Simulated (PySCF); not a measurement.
Input file:

```
{"job": {"kind": "nmr", "xc": "PBE0", "basis": "pcSseg-1"}, "charge": 0, "multiplicity": 1}
O      0.835854    -0.423498    -1.161017
C      1.184877     0.030445    -0.066690
N      2.481345     0.313999     0.050496
Si     3.339636    -0.052160    -1.450473
Si    -0.085706     0.280951     1.311733
N     -1.541486    -0.190998     0.551313
Si    -3.042862    -0.053383     1.425713
Si    -1.560759    -0.895861    -1.087330
H      2.838724     0.689803     0.911702
H      4.705629     0.337831    -1.077904
H      2.828426     0.804368    -2.509460
H      3.262299    -1.483003    -1.703283
H      0.320396    -0.557954     2.450954
H     -0.047086     1.695822     1.709057
H     -2.737077     0.679955     2.656182
H     -4.007726     0.692338     0.620367
H     -3.546181    -1.386986     1.757895
H     -0.874929    -2.181935    -1.096302
H     -2.993172    -1.253456    -1.208043
H     -1.365349     0.145006    -2.087947
```

Launched as:

```sh
OMP_NUM_THREADS=1 python probes_run.py task.json out
```

Geometry: GFN2-xTB.

All numbers below come from PBE0/pcSseg-1, SCF density, gas phase, non-relativistic (PySCF 2.14.0).

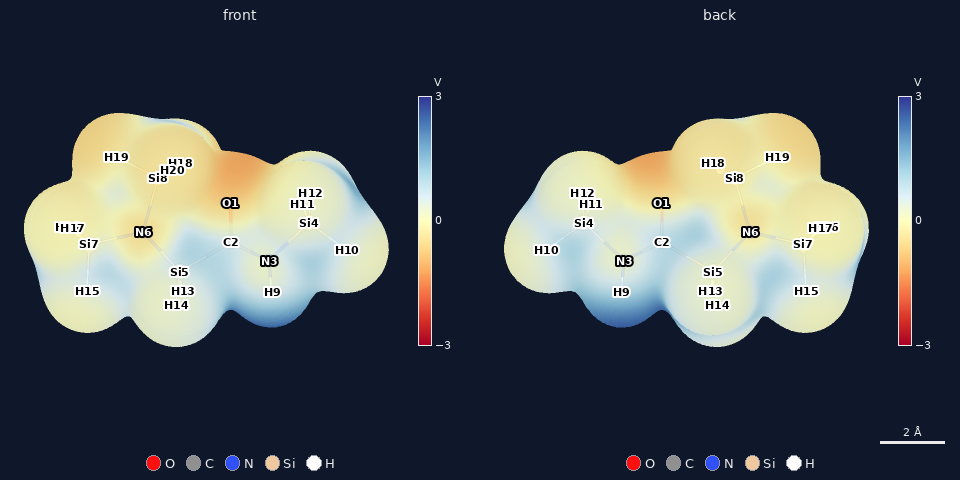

CH$_{12}$N$_{2}$OSi$_{4}$ (SMILES O=C(N[SiH3])[SiH2]N([SiH3])[SiH3]). The molecular electrostatic potential painted on the density surface at 0.002 e/bohr³, seen from the front and from behind; the colour scale runs from red (negative) to blue (positive).

> Which sites attract a positive test charge, and which a negative one?

A positive charge is drawn to the negative regions and a negative charge to the positive ones. The most negative region (about −1.1 V) lies over O1, the most positive (about +2.5 V) over H9. O1 is the likeliest acceptor of a hydrogen bond.

> What dipole moment does the calculation give?

Its dipole moment is 3.45 D.
